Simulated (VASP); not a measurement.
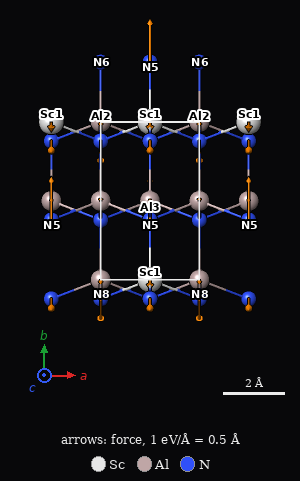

Starting geometry of a crystal of ScAl₃N₄ (a generated structure, set up in Pm) with the computed forces as orange arrows. Style: ball-and-stick. Shown: the cell of the calculation, along the c axis.

The run lets cell and atoms move.

These are results of VASP, Kohn-Sham DFT of a periodic cell, PBEsol, VASP PAW PBE potentials, recommended, not measurements.

Input file:
```
PREC     = Accurate       # precision mode
ENCUT    = 600            # plane-wave cutoff, eV
EDIFF    = 1E-6           # SCF threshold, eV
ISMEAR   = 0              # smearing method
SIGMA    = 0.03           # smearing width, eV
LREAL    = F              # projectors in reciprocal space
LASPH    = T              # aspherical terms in the spheres
NELM     = 80             # most SCF steps
ALGO     = Normal         # electronic algorithm
ISIF     = 3              # what is computed and relaxed
LWAVE    = F              # write WAVECAR
LCHARG   = F              # write CHGCAR
GGA      = PS             # functional
IBRION   = 2              # ionic algorithm
NSW      = 90             # ionic steps
EDIFFG   = -0.01          # ionic threshold
KPAR     = 4
```

Launched with:
```bash
cat potpaw_PBE.64/Sc_sv/POTCAR potpaw_PBE.64/Al/POTCAR potpaw_PBE.64/N/POTCAR > POTCAR
mpirun -np 4 vasp_std > vasp.out
```

What follows when this structure is relaxed?

Answer. It isn't relaxed: the largest force vector, on an N atom, is 3.04 eV/Å. The atoms end up moving mostly along the starting forces (cosine between the two patterns 0.96). The largest move relative to the cell is that of an N atom, 0.16 Å along +b. By element the largest moves are N 0.16 Å, Sc 0.06 Å, Al 0.04 Å. Cell: a 3.237 → 3.205 Å (−1.0 %), b 5.179 → 5.028 Å (−2.9 %), c 5.606 → 5.616 Å (+0.2 %), α 90.0° → 90.3°. Volume −3.7 %. Among the contacts that change: N–Sc 1.968 → 2.130 Å, Al–N 1.969 → 1.852 Å, N–Sc 1.969 → 2.068 Å, Al–N 1.968 → 1.879 Å. Bond angles that change, for instance: Al–N–Al 110.5° → 116.5°, Sc–N–Al 108.4° → 102.8°, N–Sc–N 110.5° → 115.6°. The space group stays Pm (No. 6). Over 13 geometry steps the energy falls by 82.7 meV per atom. The largest force component goes from 2.9 to 0.0073 eV/Å. The pressure goes from −3.58 to 0.00 GPa.
